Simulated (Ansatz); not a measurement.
H2SSi···H2S

Input file:

```
crystal:
  periodic: [false, false, false]
  atoms:
    - {symbol: Si, position_ang: [-0.637092, -0.143199, 0.795121]}
    - {symbol: S, position_ang: [1.227989, -0.346401, -0.856399]}
    - {symbol: S, position_ang: [-1.731667, 1.389586, 0.235954]}
    - {symbol: H, position_ang: [0.368434, -0.200539, -1.881274]}
    - {symbol: H, position_ang: [-1.018433, -1.567477, 0.577472]}
    - {symbol: H, position_ang: [0.333730, -0.110106, 1.925484]}
    - {symbol: H, position_ang: [1.457138, 0.978135, -0.796259]}
basis:
  gaussian: {orbitals: def2-TZVPP}
hamiltonian: {xc: pbe0, dispersion: d4}
output: {orbitals: {seedname: orbitals}}
```

Command:

```sh
ansatz run in.yaml --threads 2 --pin off --events-out ev --progress --plain --max-ram 4352MiB
```

The product side of a reaction path; geometry: PBE0-D4/def2-TZVP.

Theory: RKS PBE0-D4/def2-TZVPP (Ansatz).

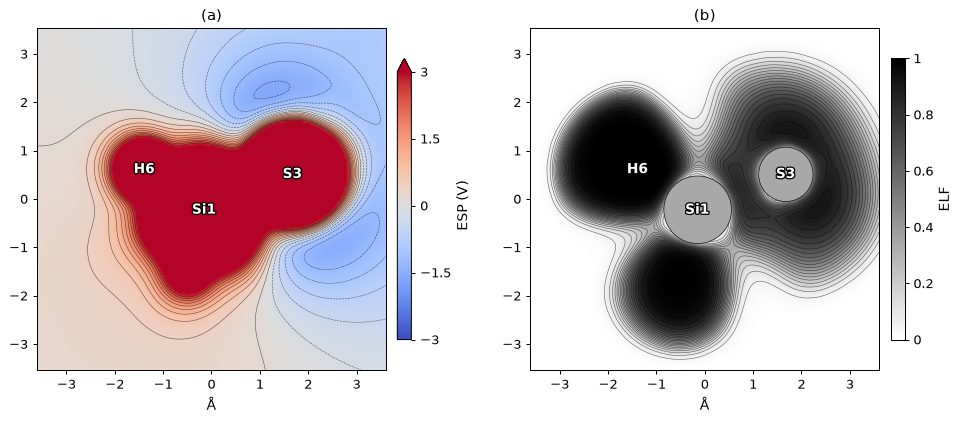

Figure 1. (a) electrostatic potential; (b) electron localisation function on the plane of atoms S3, Si1 and H6. Grey discs cover the atomic cores in the ELF map.

### What does the map show?

- The section cuts through Si, S and H sites.
- Si–S (1.96 Å): the ELF peaks at about 0.85 between the atoms; localised, covalent bonding.
- Si–H (1.49 Å): the ELF climbs to about 1 towards the hydrogen, as it does in any bond to H.
- The ELF also peaks beside S3, away from the bonds: lone-pair regions.
- Outside the dense part of the complex the potential is most negative (−1.6 V) near S3.

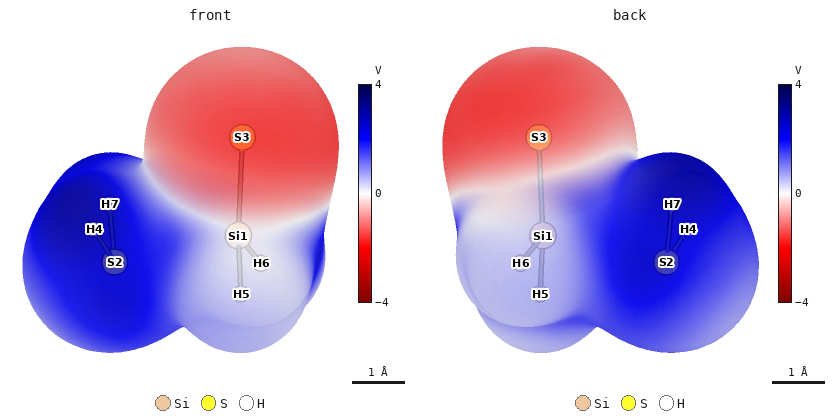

Figure 2. The electrostatic potential painted on the density surface at 0.004 e/bohr³, seen from the front and from behind; the colour scale runs from red (negative) to blue (positive).

### Which sites attract a positive test charge, and which a negative one?

A positive charge is drawn to the negative regions and a negative charge to the positive ones. The most negative region (about −1.6 V) lies over S3, the most positive (about +3.0 V) over H4 and H7.

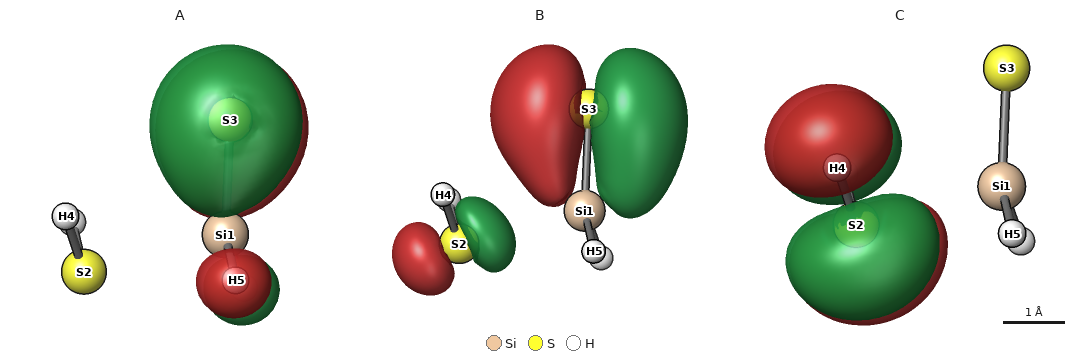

Figure 3. Three frontier orbitals at ±0.1 Å⁻³ᐟ² (green and red are the two phases), in no order.

### Which picture is the HOMO−1, the HOMO and the LUMO?

B is the HOMO−1 (−6.64 eV). Its weight (Hirshfeld) is mainly on S3 (about 75 %), Si1 (about 15 %) and S2 (about 10 %); largely a lone pair of S3. A is the HOMO (−6.33 eV). By Hirshfeld shares it lies mainly on S3 (about 80 %); largely a lone pair of S3. C is the LUMO (−0.85 eV). By Hirshfeld shares it lies mainly on S2 (about 60 %), H4 (about 20 %) and H7 (about 20 %).

### What is the HOMO–LUMO gap?

5.48 eV between the orbital energies.
